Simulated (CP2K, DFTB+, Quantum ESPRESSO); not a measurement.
# Twisted Ti2CO2 MXene bilayer, 38.21° (70 atoms): other programs against plane waves

One geometry of twisted Ti2CO2 MXene bilayer, 38.21° (70 atoms) is solved by several programs and methods. How far do their forces lie from a plane-wave PBE run?

Results are calculated, not measured.

## 1. The structure

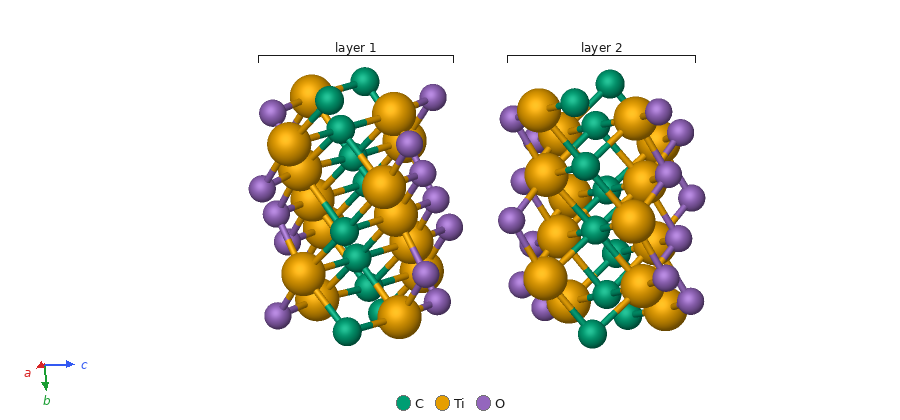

The cell (carbon teal, titanium orange, oxygen purple). Some periodic images of atoms are drawn too.

The cell holds 70 atoms (14 C, 28 Ti and 28 O), with edges of 8.02, 8.02 and 25.59 Å. Recipe: Ti2CO2 MXene (a = 3.03 Å) under Ti2CO2 MXene (a = 3.03 Å), bilayer, commensurate cell of 7 unit cells a layer, twist 38.21 deg; facing planes 2.71 Å apart; 14 Å of vacuum; layers as built, displaced by a Gaussian of 0.01 Å. Then every atom was moved at random, 0.02 Å r.m.s. a Cartesian component.

## 2. The reference input

Quantum ESPRESSO 7.5: Kohn-Sham DFT, PBE, SSSP efficiency 1.3.0 pseudopotentials, plane waves. Its input, pw.in:

```
&control
  calculation = 'scf'
  pseudo_dir = './pseudo'
  outdir = './tmp'
  disk_io = 'none'
  tprnfor = .true.
/
&system
  ibrav = 0
  nat = 70
  ntyp = 3
  ecutwfc = 60
  ecutrho = 480
  nosym = .true.
  occupations = 'smearing'
  smearing = 'fd'
  degauss = 0.003675
/
&electrons
  conv_thr = 3.5e-07
  electron_maxstep = 100
  mixing_beta = 0.2
  mixing_mode = 'local-TF'
  diagonalization = 'david'
/
ATOMIC_SPECIES
C 12.011 C.upf
Ti 47.867 Ti.upf
O 15.999 O.upf
CELL_PARAMETERS angstrom
8.01660 0.00000 0.00000
-4.00830 6.94258 0.00000
0.00000 0.00000 25.59000
ATOMIC_POSITIONS crystal
C 0.99607 0.99827 0.36133
Ti 0.19259 0.23698 0.40936
Ti 0.23679 0.04496 0.30988
O 0.23888 0.04411 0.44742
[... 64 atom lines left out ...]
O 0.94717 0.75889 0.72566
O 0.90668 0.51815 0.55380
K_POINTS gamma
```

```console
$ OMP_NUM_THREADS=1 mpirun -np 4 pw.x -in pw.in > output.txt
```

Elapsed: 7.8 min, on 4 MPI ranks of Intel Xeon 6975P-C (Granite Rapids), shared host; peak memory 4.8 GiB.

It converged with an r.m.s. force component of 0.46 eV/Å.

Its highest filled and lowest empty levels lie 0.50 eV apart on its k-points.

## 3. What was run beside it

- CP2K 2026.2: Gaussian basis with GTH pseudopotentials and a plane-wave density; labels give functional, basis (MOLOPT sets; SR short-range, UZH the newer set with its own potentials), grid cutoff/relative cutoff and solver (OT: orbital transformation; TRS4, TC2, SIGN: linear-scaling purification with its sparsity filter), or its built-in tight binding.
- DFTB+ 25.1: tight binding, with Slater–Koster sets (DFTB) or xTB through its tblite library.

All use the same cell and atoms, and the electronic-structure runs the same k-mesh.

## 4. Side by side

Differences are against the reference: forces as r.m.s. over components, share as that over the reference's r.m.s. force, slope as the fitted ratio of a run's forces to the reference's.

| run | Δ force, r.m.s. (meV/Å) | share (%) | slope | Δ gap (eV) | cores | CPU time | memory (GiB) |
| --- | --- | --- | --- | --- | --- | --- | --- |
| reference | - | - | - | - | 4 | 31 min | 4.8 |
| CP2K PBE, DZVP-UZH, 280/50 Ry, diagonalisation (coarse) | 89.6 | 19.4 | 1.040 | -8.0e-4 | 4 | 13 min | 3.1 |
| CP2K PBE, DZVP-UZH, 400/50 Ry, diagonalisation (coarse) | 62.4 | 13.5 | 1.044 | -0.0013 | 4 | 13 min | 4.2 |
| CP2K PBE, DZVP-UZH, 800/50 Ry, diagonalisation | 42.8 | 9.27 | 1.044 | -0.0013 | 4 | 15 min | 9.1 |
| DFTB+ GFN1-xTB | 642 | 139 | 0.104 | - | 1 | 17 s | 0.43 |

Rows marked coarse were listed beforehand as settings not expected to be converged; some can still land near the reference.

Runs without a result: CP2K PBE+rVV10L, DZVP-UZH, 800/50 Ry, diagonalisation (stopped at the start).

CPU time is summed over cores on shared hosts, so it is rough.

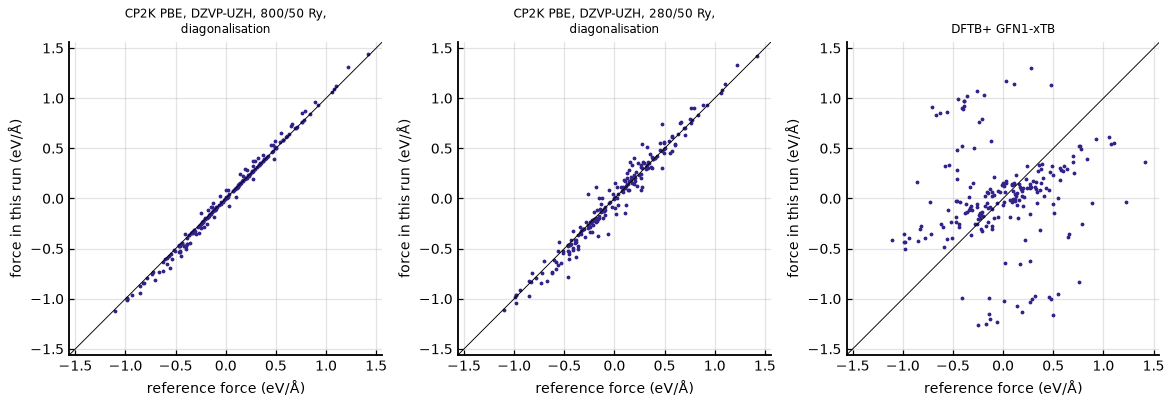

Force components against those of the reference; the line marks equality.

## 5. Findings

Forces lie from 9.3 % (CP2K PBE, DZVP-UZH, 800/50 Ry, diagonalisation) to 139 % (DFTB+ GFN1-xTB) of the reference's r.m.s. force of 0.46 eV/Å away from it. The PBE run in local orbitals, coarse settings apart, differs by 9.3 % (CP2K PBE, DZVP-UZH, 800/50 Ry, diagonalisation); basis, grid and potentials can all enter. Tight binding differs by 139 % (DFTB+ GFN1-xTB); it is another model, with fitted parameters of its own, and the xTB methods hold dispersion. Runs with settings chosen to be coarse differ by 14 % (CP2K PBE, DZVP-UZH, 400/50 Ry, diagonalisation) to 19 % (CP2K PBE, DZVP-UZH, 280/50 Ry, diagonalisation), their programs' other errors included.

From CP2K PBE, DZVP-UZH, 280/50 Ry, diagonalisation to the finer CP2K PBE, DZVP-UZH, 800/50 Ry, diagonalisation the share falls from 19 to 9.3 %. Gaps at PBE, coarse settings apart, lie -0.00 eV from the reference's, on k-points that hold the band edges only if these fold onto them.

**Limits.** Periodic xTB results under one method name differ between programs and library versions (DFTB+ here holds tblite 0.3). The reference's PBE has no dispersion term, which matters for the binding between molecules or layers. The runs have no spin polarisation, so moments on Ti can't form, and no Hubbard term. The electronic-structure runs sample only Γ, in a cell whose shortest periodic width is 7 Å. The slab repeats along its normal with no dipole correction. Where levels are smeared, the DFT runs use Fermi–Dirac occupations at 580 K (0.05 eV), and energies are free energies. The atoms were displaced at random, and shares hang on the size of the forces that this gives. The reference's cutoffs and mesh weren't converged further here.

[Logs are printed without paths, hosts, clocks, repeated set-up lines and the standing remarks that a program may print on its own settings, such as how far it seeks lower states.]

[Hosts, paths, dates, database ids (printed as entryN), source tags and the programs' standing remarks are cut or masked in the printed files.]

[Cells were taken only where this reference lay near another plane-wave run.]
